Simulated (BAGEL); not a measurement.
# HF/STO-3G (density fitting with qzvpp-jkfit) run of C3H4FN (SMILES FC1=CCN1)

Aim: the vertical ionisation energy of C3H4FN at HF/STO-3G (density fitting with qzvpp-jkfit), from 2 runs. 

The calculation is run with BAGEL 1.2.2.

1 further run of the same task is left out (set aside as unsound or not needed). Runs told in other sessions of the task aren't counted.

## Step 1: The structure to begin with

The species is C3H4FN (9 atoms), meant as a singlet with charge 0. SMILES: `FC1=CCN1`. Geometry: relaxed at PBE0-D4/def2-TZVP.

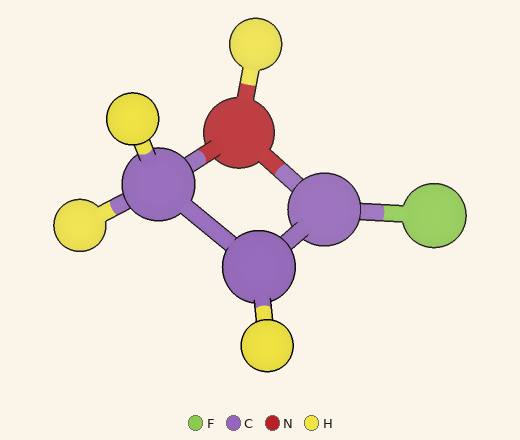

Viewed from a chosen angle; fluorine green, carbon purple, nitrogen red, hydrogen yellow.

## Step 2: A single-point energy at HF/STO-3G (density fitting with qzvpp-jkfit)

input.json

```json
{ "bagel" : [

{
  "title" : "molecule",
  "basis" : "sto-3g",
  "df_basis" : "qzvpp-jkfit",
  "angstrom" : "true",
  "geometry" : [
    { "atom" : "F", "xyz" : [    1.074100,    1.340400,    1.583300 ] },
    { "atom" : "C", "xyz" : [    0.534800,    0.590000,    0.650300 ] },
    { "atom" : "C", "xyz" : [    0.975100,   -0.222700,   -0.310100 ] },
    { "atom" : "C", "xyz" : [   -0.478000,   -0.458100,   -0.654900 ] },
    { "atom" : "N", "xyz" : [   -0.837800,    0.551700,    0.397600 ] },
    { "atom" : "H", "xyz" : [    1.920400,   -0.469500,   -0.760200 ] },
    { "atom" : "H", "xyz" : [   -0.865700,   -1.453500,   -0.427700 ] },
    { "atom" : "H", "xyz" : [   -0.805100,   -0.135800,   -1.645100 ] },
    { "atom" : "H", "xyz" : [   -1.429100,    0.211100,    1.149900 ] }
  ]
},
{ "title" : "hf", "charge" : 0 },
{ "title" : "print", "file" : "orbitals.molden", "orbitals" : "true" }

]}
```

On the command line:

```
$ BAGEL_NUM_THREADS=1 BAGEL input.json > input.out
```

The program printed:

```text
* using 1 threads per process

  ===============================================================
  ===============================================================

  *** Geometry ***

  { "atom" : "F", "xyz" : [      2.029755,      2.532989,      2.992003 ] },
  { "atom" : "C", "xyz" : [      1.010626,      1.114938,      1.228889 ] },
  { "atom" : "C", "xyz" : [      1.842672,     -0.420842,     -0.586004 ] },
  { "atom" : "C", "xyz" : [     -0.903289,     -0.865684,     -1.237582 ] },
  { "atom" : "N", "xyz" : [     -1.583213,      1.042562,      0.751355 ] },
  { "atom" : "H", "xyz" : [      3.629030,     -0.887226,     -1.436570 ] },
  { "atom" : "H", "xyz" : [     -1.635936,     -2.746717,     -0.808236 ] },
  { "atom" : "H", "xyz" : [     -1.521419,     -0.256625,     -3.108788 ] },
  { "atom" : "H", "xyz" : [     -2.700608,      0.398921,      2.172996 ] },

  Number of auxiliary basis functions:      451

  Since a DF basis is specified, we compute 2- and 3-index integrals:
    o Being stored without compression. Storage requirement is 0.003 GB

  Number of basis functions:       29
  Number of electrons      :       38

    * METHOD: MOLECULE                             0.12

  *** RHF ***

  === Nuclear Repulsion ===
   170.0031622901

      * DIIS with orbital gradients will be used.

  === RHF iteration (sto-3g) ===
      0       -266.15076197          0.01676068           0.01
      1       -266.22321133          0.00576795           0.01
      2       -266.23095407          0.00130303           0.01
      3       -266.23174152          0.00050429           0.01
      4       -266.23182573          0.00012874           0.01
      5       -266.23183760          0.00003370           0.01
      6       -266.23183832          0.00001251           0.01
      7       -266.23183842          0.00000507           0.01
      8       -266.23183844          0.00000076           0.01
      9       -266.23183844          0.00000025           0.01
     10       -266.23183844          0.00000012           0.01
     11       -266.23183844          0.00000003           0.01
     12       -266.23183844          0.00000001           0.01
    * SCF iteration converged.

    * Permanent dipole moment:
           (    0.115114,     0.582190,    -0.046422) a.u.

    * METHOD: HF                                   0.18

    * METHOD: PRINT                                0.00

  ===============================================================
```

Wall time 0.44 s (1 thread of Arm Neoverse V2, shared host).

## Step 3: The doublet cation

calc.json

```json
{ "bagel": [

{
  "title": "molecule",
  "basis": "sto-3g",
  "df_basis": "qzvpp-jkfit",
  "angstrom": true,
  "geometry": [
    { "atom": "F", "xyz": [       1.074100,       1.340400,       1.583300 ] },
    { "atom": "C", "xyz": [       0.534800,       0.590000,       0.650300 ] },
    { "atom": "C", "xyz": [       0.975100,      -0.222700,      -0.310100 ] },
    { "atom": "C", "xyz": [      -0.478000,      -0.458100,      -0.654900 ] },
    { "atom": "N", "xyz": [      -0.837800,       0.551700,       0.397600 ] },
    { "atom": "H", "xyz": [       1.920400,      -0.469500,      -0.760200 ] },
    { "atom": "H", "xyz": [      -0.865700,      -1.453500,      -0.427700 ] },
    { "atom": "H", "xyz": [      -0.805100,      -0.135800,      -1.645100 ] },
    { "atom": "H", "xyz": [      -1.429100,       0.211100,       1.149900 ] }
  ]
},

{
  "title": "uhf",
  "charge": 1,
  "nopen": 1
},

{
  "title": "print",
  "file": "orbitals.molden",
  "orbitals": true
}

]}
```

On the command line:

```
$ BAGEL_NUM_THREADS=1 BAGEL calc.json > calc.out
```

The program printed:

```text
* using 1 threads per process

  ===============================================================
  ===============================================================

  *** Geometry ***

  { "atom" : "F", "xyz" : [      2.029755,      2.532989,      2.992003 ] },
  { "atom" : "C", "xyz" : [      1.010626,      1.114938,      1.228889 ] },
  { "atom" : "C", "xyz" : [      1.842672,     -0.420842,     -0.586004 ] },
  { "atom" : "C", "xyz" : [     -0.903289,     -0.865684,     -1.237582 ] },
  { "atom" : "N", "xyz" : [     -1.583213,      1.042562,      0.751355 ] },
  { "atom" : "H", "xyz" : [      3.629030,     -0.887226,     -1.436570 ] },
  { "atom" : "H", "xyz" : [     -1.635936,     -2.746717,     -0.808236 ] },
  { "atom" : "H", "xyz" : [     -1.521419,     -0.256625,     -3.108788 ] },
  { "atom" : "H", "xyz" : [     -2.700608,      0.398921,      2.172996 ] },

  Number of auxiliary basis functions:      451

  Since a DF basis is specified, we compute 2- and 3-index integrals:
    o Being stored without compression. Storage requirement is 0.003 GB

  Number of basis functions:       29
  Number of electrons      :       38

    * METHOD: MOLECULE                             0.12

  *** Open-shell HF ***

  === Nuclear Repulsion ===
   170.0031622901

      * DIIS with orbital gradients will be used.

  === UHF iteration (sto-3g) ===
      0       -265.87217717          0.04237010           0.02
      1       -265.98805755          0.01717296           0.02
      2       -266.00443354          0.00678882           0.02
      3       -266.00767506          0.00154935           0.02
      4       -266.00865841          0.00087411           0.02
      5       -266.00929673          0.00085101           0.02
      6       -266.00999689          0.00078969           0.02
      7       -266.01064209          0.00077089           0.02
      8       -266.01213444          0.00078371           0.02
      9       -266.01165457          0.00076858           0.02
     10       -266.01007217          0.00090657           0.02
     11       -266.01511028          0.00073481           0.02
     12       -266.01524348          0.00066628           0.02
     13       -266.01423521          0.00066618           0.02
     14       -266.01535125          0.00019391           0.02
     15       -266.01523911          0.00037476           0.02
     16       -266.01536836          0.00006923           0.02
     17       -266.01537058          0.00004049           0.02
     18       -266.01537188          0.00000928           0.02
     19       -266.01537192          0.00000444           0.02
     20       -266.01537193          0.00000157           0.02
     21       -266.01537194          0.00000046           0.02
     22       -266.01537194          0.00000017           0.02
     23       -266.01537194          0.00000007           0.02
     24       -266.01537194          0.00000004           0.02
     25       -266.01537194          0.00000002           0.02
     26       -266.01537194          0.00000001           0.02
     27       -266.01537194          0.00000001           0.02
    * SCF iteration converged.

    * S^2 (UHF) is 0.9670

    * Permanent dipole moment:
           (    0.821562,     0.797134,     0.372570) a.u.

    * METHOD: UHF                                  0.61

    * METHOD: PRINT                                0.00

  ===============================================================
```

Wall time 0.86 s (1 thread of Arm Neoverse V2, shared host).

## Step 4: Outcome

At HF/STO-3G (density fitting with qzvpp-jkfit):

| quantity | value |
| --- | --- |
| singlet C3H4FN: total energy | -266.23184 Eh |
| singlet C3H4FN: dipole moment | 1.51 D |
| singlet C3H4FN: HOMO energy | -7.15 eV |
| singlet C3H4FN: LUMO energy | 8.66 eV |
| singlet C3H4FN: HOMO–LUMO gap | 15.81 eV |
| doublet cation: total energy | -266.01537 Eh |
| doublet cation: ⟨S²⟩ | 0.967 |
| vertical ionisation energy (to the doublet cation) | 5.890 eV |

In words: Removing an electron at fixed nuclei costs 5.89 eV (136 kcal/mol). The negative HOMO energy of the first species, 7.15 eV, lies 1.26 eV above that difference. In a minimal basis such a difference can be off by several eV, whatever the method. ⟨S²⟩ (doublet cation) is 0.97 where a pure doublet has 0.75: the reference is spin-contaminated.
